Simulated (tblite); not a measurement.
## Geometry relaxation of C$_{7}$H$_{8}$O$_{2}$Si (part 4 of 4)

Continued. System: C$_{7}$H$_{8}$O$_{2}$Si, SMILES C=c1oc(=C)c(C=O)c1[SiH3]. Method: GFN2-xTB geometry optimisation, gas phase (tblite 0.8.0). It belongs to a series of runs on one base structure; here: O inserted into a C-C bond.

Geometry of the input (Å):
```
C  0.7970  2.5208  -0.1397
C  0.0204  1.4466  -0.1295
O  -1.2766  1.3497  -0.2147
C  -1.6656  0.1053  -0.1639
C  -2.8825  -0.4234  -0.2068
C  -0.5413  -0.6933  -0.0092
C  -0.4272  -2.1343  0.1055
O  -0.4520  -2.7552  1.2040
C  0.5508  0.1607  0.0177
Si 2.3095  -0.3192  0.1981
H  0.3266  3.5035  -0.2499
H  1.8617  2.4809  -0.0481
H  -3.7138  0.2800  -0.3222
H  -3.0140  -1.4923  -0.1486
H  -0.3169  -2.6758  -0.8345
H  3.1286  0.1784  -0.8843
H  2.9018  0.2604  1.4392
H  2.3848  -1.7866  0.3751
```

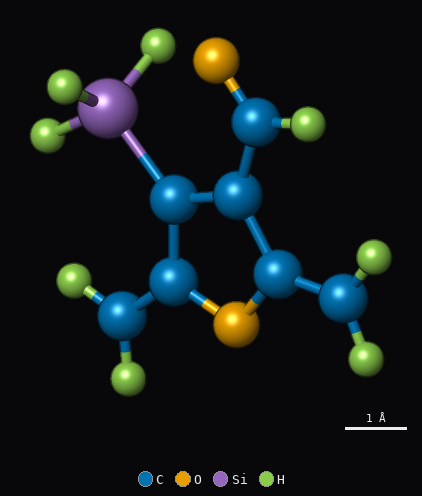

Figure 1. The geometry at step 155 of the log (ball-and-stick view, seen at a tilt).

Trajectory as extended XYZ, continued
```
18
Properties=species:S:1:pos:R:3:forces:R:3 step=139 energy=-785.40469
C     0.7310    2.6153   -0.2990    0.0130  -0.0140   0.0090
C     0.0820    1.4474   -0.2227    0.0170  -0.0190  -0.0270
O    -1.2799    1.3680   -0.4099    0.0090  -0.0380   0.0100
C    -1.6711    0.0640   -0.2371   -0.0120  -0.0190   0.0100
C    -2.9339   -0.3365   -0.3868   -0.0090   0.0110   0.0320
C    -0.4790   -0.7053    0.0884   -0.0030   0.0250   0.0000
C    -0.3387   -2.0964    0.4233   -0.0070   0.0270  -0.0430
O     0.7427   -2.5801    0.6904   -0.0080  -0.0190  -0.0050
C     0.6015    0.1308    0.0700    0.0120   0.0200   0.0160
Si    2.3500   -0.5311    0.3198   -0.0260   0.0240  -0.0070
H     0.2061    3.5278   -0.5185    0.0050  -0.0310   0.0160
H     1.7892    2.6597   -0.1313    0.0020  -0.0150  -0.0320
H    -3.7063    0.3658   -0.6381   -0.0170  -0.0280  -0.0160
H    -3.2012   -1.3677   -0.2527   -0.0150   0.0460   0.0050
H    -1.2577   -2.7059    0.4382    0.0340   0.0040   0.0000
H     3.2296    0.6216    0.0567    0.0040   0.0100   0.0120
H     2.5212   -0.9385    1.7072   -0.0160  -0.0040   0.0110
H     2.6057   -1.5326   -0.7095    0.0180   0.0190   0.0090
18
Properties=species:S:1:pos:R:3:forces:R:3 step=143 energy=-785.40721
C     0.7329    2.6157   -0.3108    0.0100  -0.0080  -0.0250
C     0.0833    1.4493   -0.2313   -0.0050   0.0040   0.0230
O    -1.2811    1.3721   -0.4033    0.0010   0.0090  -0.0260
C    -1.6726    0.0692   -0.2303    0.0000   0.0090   0.0280
C    -2.9354   -0.3352   -0.3674   -0.0020   0.0040  -0.0130
C    -0.4777   -0.6972    0.0877   -0.0170  -0.0270  -0.0040
C    -0.3360   -2.0904    0.4045   -0.0160  -0.0080  -0.0400
O     0.7478   -2.5794    0.6501    0.0500  -0.0360   0.0360
C     0.6046    0.1360    0.0630   -0.0240  -0.0260   0.0040
Si    2.3457   -0.5355    0.3322    0.0220   0.0340   0.0090
H     0.2038    3.5265   -0.5220    0.0130   0.0120   0.0030
H     1.7941    2.6534   -0.1662    0.0200   0.0070  -0.0080
H    -3.7168    0.3533   -0.6270   -0.0040   0.0150   0.0090
H    -3.1935   -1.3671   -0.2302   -0.0240  -0.0030   0.0140
H    -1.2522   -2.7016    0.4212   -0.0070  -0.0050  -0.0030
H     3.2419    0.6124    0.0955   -0.0260  -0.0010   0.0150
H     2.4866   -0.9472    1.7239   -0.0150  -0.0010  -0.0250
H     2.6157   -1.5281   -0.7014    0.0250   0.0200   0.0020
18
Properties=species:S:1:pos:R:3:forces:R:3 step=147 energy=-785.40952
C     0.7364    2.6124   -0.3284    0.0020  -0.0120   0.0180
C     0.0848    1.4475   -0.2338   -0.0080  -0.0120  -0.0400
O    -1.2792    1.3708   -0.4081   -0.0260  -0.0060   0.0550
C    -1.6737    0.0695   -0.2244   -0.0140  -0.0220  -0.0470
C    -2.9388   -0.3323   -0.3528   -0.0250   0.0020  -0.0220
C    -0.4785   -0.7022    0.0810    0.0080   0.0190   0.0050
C    -0.3370   -2.0985    0.3881    0.0100   0.0400   0.0240
O     0.7470   -2.5900    0.6277    0.0340  -0.0390   0.0050
C     0.6037    0.1317    0.0577    0.0110   0.0110  -0.0020
Si    2.3486   -0.5243    0.3415    0.0000  -0.0310   0.0090
H     0.2055    3.5259   -0.5282    0.0290  -0.0260  -0.0190
H     1.8000    2.6493   -0.1972   -0.0060   0.0060   0.0040
H    -3.7226    0.3566   -0.6054    0.0140   0.0330   0.0100
H    -3.2050   -1.3635   -0.2199    0.0190   0.0130   0.0290
H    -1.2556   -2.7043    0.4144   -0.0210  -0.0280  -0.0220
H     3.2506    0.6256    0.1519   -0.0350   0.0220  -0.0060
H     2.4656   -0.9661    1.7258   -0.0130   0.0000  -0.0090
H     2.6395   -1.5018   -0.7016    0.0190   0.0290   0.0070
18
Properties=species:S:1:pos:R:3:forces:R:3 step=151 energy=-785.41210
C     0.7425    2.6045   -0.3479   -0.0120  -0.0030  -0.0080
C     0.0872    1.4422   -0.2444   -0.0050   0.0020   0.0210
O    -1.2797    1.3686   -0.4023    0.0110  -0.0080  -0.0030
C    -1.6745    0.0665   -0.2230    0.0190  -0.0010   0.0150
C    -2.9430   -0.3301   -0.3356    0.0270   0.0090  -0.0140
C    -0.4773   -0.7059    0.0787    0.0030  -0.0130  -0.0110
C    -0.3404   -2.1065    0.3747    0.0010  -0.0130  -0.0180
O     0.7396   -2.6096    0.6101   -0.0180   0.0240  -0.0170
C     0.6053    0.1275    0.0523   -0.0040  -0.0010   0.0060
Si    2.3522   -0.5136    0.3581   -0.0200  -0.0100  -0.0100
H     0.2136    3.5172   -0.5509   -0.0110   0.0090  -0.0240
H     1.8073    2.6483   -0.2303   -0.0070  -0.0410   0.0180
H    -3.7247    0.3644   -0.5787    0.0020   0.0180   0.0090
H    -3.2088   -1.3601   -0.1950   -0.0030   0.0100   0.0120
H    -1.2649   -2.7088    0.3804    0.0400   0.0090   0.0080
H     3.2419    0.6533    0.2187   -0.0330   0.0070  -0.0030
H     2.4425   -0.9945    1.7302    0.0000   0.0020   0.0080
H     2.6726   -1.4570   -0.7066    0.0090  -0.0020   0.0120
18
Properties=species:S:1:pos:R:3:forces:R:3 step=155 energy=-785.41338
C     0.7424    2.6004   -0.3556    0.0060   0.0030   0.0040
C     0.0842    1.4411   -0.2440    0.0070   0.0010   0.0040
O    -1.2812    1.3670   -0.3992    0.0000   0.0180  -0.0090
C    -1.6734    0.0647   -0.2220   -0.0170   0.0130  -0.0100
C    -2.9428   -0.3268   -0.3343   -0.0260  -0.0030   0.0330
C    -0.4763   -0.7086    0.0722   -0.0030  -0.0020   0.0010
C    -0.3368   -2.1088    0.3632    0.0330  -0.0270   0.0260
O     0.7443   -2.6114    0.5964   -0.0270   0.0360  -0.0300
C     0.6040    0.1271    0.0504    0.0040  -0.0060   0.0030
Si    2.3482   -0.5115    0.3639    0.0220  -0.0020   0.0050
H     0.2176    3.5156   -0.5604    0.0170  -0.0090  -0.0190
H     1.8079    2.6290   -0.2395   -0.0070   0.0130   0.0120
H    -3.7238    0.3729   -0.5668    0.0190  -0.0020   0.0020
H    -3.2119   -1.3540   -0.1825   -0.0170  -0.0080  -0.0150
H    -1.2601   -2.7103    0.3751    0.0100  -0.0180  -0.0060
H     3.2298    0.6636    0.2396   -0.0230   0.0000  -0.0050
H     2.4345   -0.9977    1.7348   -0.0060   0.0000   0.0020
H     2.6847   -1.4458   -0.7028    0.0080  -0.0090   0.0030
18
Properties=species:S:1:pos:R:3:forces:R:3 step=158 energy=-785.41417
C     0.7449    2.5969   -0.3669   -0.0020  -0.0030   0.0060
C     0.0855    1.4397   -0.2447    0.0050  -0.0070  -0.0190
O    -1.2806    1.3687   -0.3977    0.0060  -0.0210   0.0060
C    -1.6742    0.0667   -0.2189    0.0040  -0.0160  -0.0130
C    -2.9448   -0.3234   -0.3220    0.0020   0.0080   0.0290
C    -0.4766   -0.7101    0.0679   -0.0080   0.0120   0.0120
C    -0.3332   -2.1121    0.3516   -0.0300   0.0340  -0.0170
O     0.7509   -2.6109    0.5741    0.0140  -0.0140  -0.0080
C     0.6043    0.1248    0.0476   -0.0080   0.0000   0.0150
Si    2.3472   -0.5129    0.3728   -0.0200   0.0220   0.0170
H     0.2189    3.5087   -0.5797    0.0110   0.0190  -0.0150
H     1.8099    2.6271   -0.2521    0.0120   0.0110   0.0110
H    -3.7229    0.3799   -0.5487   -0.0210   0.0120  -0.0040
H    -3.2157   -1.3498   -0.1704   -0.0160  -0.0130  -0.0130
H    -1.2556   -2.7158    0.3620    0.0270  -0.0190   0.0050
H     3.2176    0.6719    0.2741    0.0010   0.0050  -0.0030
H     2.4136   -1.0128    1.7396    0.0080   0.0010   0.0070
H     2.7019   -1.4302   -0.7003    0.0160  -0.0310  -0.0170
18
Properties=species:S:1:pos:R:3:forces:R:3 step=162 energy=-785.41505
C     0.7449    2.5955   -0.3708    0.0050   0.0010  -0.0050
C     0.0844    1.4389   -0.2451    0.0020   0.0010   0.0020
O    -1.2819    1.3669   -0.3972    0.0020   0.0010  -0.0100
C    -1.6766    0.0651   -0.2174   -0.0040   0.0020   0.0050
C    -2.9497   -0.3194   -0.3121   -0.0070   0.0010  -0.0090
C    -0.4790   -0.7107    0.0685   -0.0010  -0.0020   0.0030
C    -0.3295   -2.1132    0.3417    0.0100  -0.0110   0.0160
O     0.7589   -2.6082    0.5552    0.0050  -0.0020  -0.0050
C     0.6020    0.1243    0.0510    0.0010   0.0030  -0.0070
Si    2.3449   -0.5137    0.3765   -0.0080  -0.0030   0.0060
H     0.2241    3.5082   -0.5954    0.0000  -0.0040   0.0010
H     1.8098    2.6269   -0.2510    0.0010  -0.0020   0.0060
H    -3.7233    0.3892   -0.5410   -0.0110  -0.0040   0.0100
H    -3.2275   -1.3453   -0.1655    0.0000   0.0110  -0.0030
H    -1.2454   -2.7254    0.3561   -0.0030  -0.0030  -0.0100
H     3.2087    0.6763    0.2828    0.0080   0.0050  -0.0040
H     2.4098   -1.0155    1.7427    0.0040   0.0030   0.0100
H     2.7167   -1.4337   -0.6905   -0.0030   0.0020  -0.0050
18
Properties=species:S:1:pos:R:3:forces:R:3 step=166 energy=-785.41521
C     0.7470    2.5946   -0.3722   -0.0030  -0.0040   0.0010
C     0.0837    1.4395   -0.2451    0.0010  -0.0050  -0.0050
O    -1.2826    1.3672   -0.3983    0.0010   0.0010  -0.0040
C    -1.6779    0.0653   -0.2174   -0.0020   0.0040   0.0000
C    -2.9511   -0.3194   -0.3114    0.0000   0.0040   0.0030
C    -0.4799   -0.7106    0.0690   -0.0030   0.0010  -0.0010
C    -0.3283   -2.1138    0.3403   -0.0050   0.0070  -0.0090
O     0.7605   -2.6072    0.5545    0.0070  -0.0030   0.0050
C     0.6006    0.1250    0.0515   -0.0010  -0.0060   0.0080
Si    2.3431   -0.5120    0.3792    0.0080  -0.0060  -0.0040
H     0.2292    3.5084   -0.5986   -0.0020  -0.0020   0.0010
H     1.8117    2.6230   -0.2493   -0.0030  -0.0010   0.0020
H    -3.7279    0.3872   -0.5351   -0.0010   0.0060   0.0000
H    -3.2281   -1.3453   -0.1648    0.0030  -0.0030   0.0010
H    -1.2431   -2.7278    0.3470    0.0010  -0.0050  -0.0010
H     3.2073    0.6777    0.2810    0.0050   0.0030   0.0020
H     2.4118   -1.0135    1.7455   -0.0010   0.0070   0.0070
H     2.7153   -1.4321   -0.6877   -0.0030   0.0010  -0.0050
18
Properties=species:S:1:pos:R:3:forces:R:3 step=170 energy=-785.41530
C     0.7469    2.5934   -0.3723    0.0010   0.0010   0.0020
C     0.0842    1.4382   -0.2452   -0.0020   0.0020   0.0000
O    -1.2819    1.3670   -0.3998    0.0000  -0.0030  -0.0010
C    -1.6784    0.0658   -0.2177    0.0050  -0.0050  -0.0010
C    -2.9520   -0.3178   -0.3101    0.0020   0.0010   0.0020
C    -0.4809   -0.7111    0.0692    0.0020  -0.0040   0.0020
C    -0.3278   -2.1146    0.3379   -0.0010  -0.0020   0.0010
O     0.7613   -2.6060    0.5563    0.0040   0.0020   0.0020
C     0.6003    0.1239    0.0537   -0.0030   0.0010  -0.0020
Si    2.3437   -0.5125    0.3808   -0.0070   0.0020  -0.0060
H     0.2283    3.5067   -0.5994   -0.0010  -0.0020  -0.0010
H     1.8113    2.6228   -0.2484    0.0020   0.0000   0.0020
H    -3.7284    0.3894   -0.5334    0.0000   0.0030   0.0000
H    -3.2288   -1.3437   -0.1628   -0.0010  -0.0010   0.0010
H    -1.2404   -2.7321    0.3391   -0.0030   0.0040  -0.0030
H     3.2070    0.6779    0.2785    0.0040  -0.0010   0.0010
H     2.4152   -1.0081    1.7492   -0.0020   0.0020   0.0020
H     2.7118   -1.4329   -0.6873    0.0010   0.0000  -0.0010
```

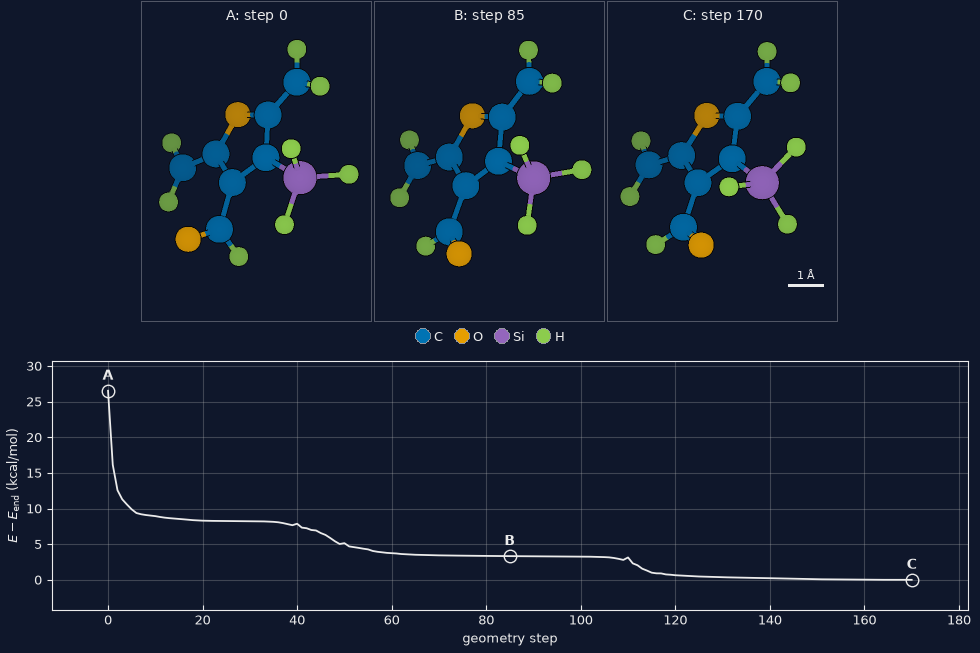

Figure 2. Frames of the relaxation (ball-and-stick view, seen at a tilt) above the curves, on which the letters mark them (steps are counted from 0).

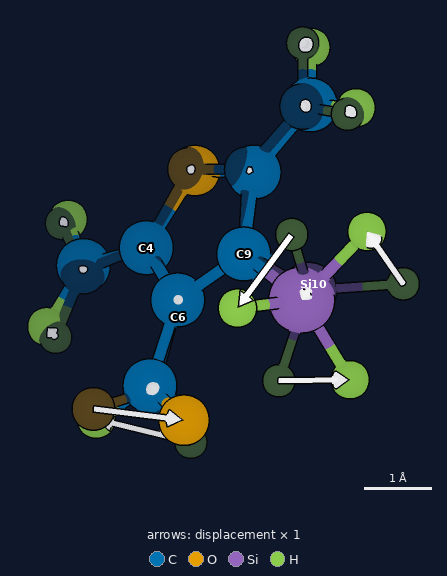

Figure 3. Start (faint) and end (solid) with the displacements as white arrows, at true length (ball-and-stick view, seen at a tilt). The two geometries are laid on each other by the best rigid fit. Over 170 geometry steps the energy falls by 26.5 kcal/mol. Largest force component: 3.8 eV/Å at the start, 0.007 eV/Å at the end. H15 moves most after the best rigid fit: 1.48 Å. By element the largest moves are H 1.48 Å, O 1.42 Å, C 0.24 Å, Si 0.23 Å. Among the contacts that change: C2–O3 1.303 → 1.377 Å, C4–C6 1.388 → 1.456 Å, O3–C4 1.305 → 1.372 Å, C9–Si10 1.832 → 1.885 Å. Among the angles that change: H17–Si10–H18 105.4° → 117.5°, C5–C4–C6 121.1° → 130.2°, C1–C2–O3 130.0° → 121.7°. (Atoms are counted from 1 in the order of the input.)

Summary

| quantity | value |
| --- | --- |
| outcome | converged |
| total energy | −785.4153 eV |
| wall time | 2.6 s |
| peak memory | 0.18 GiB |
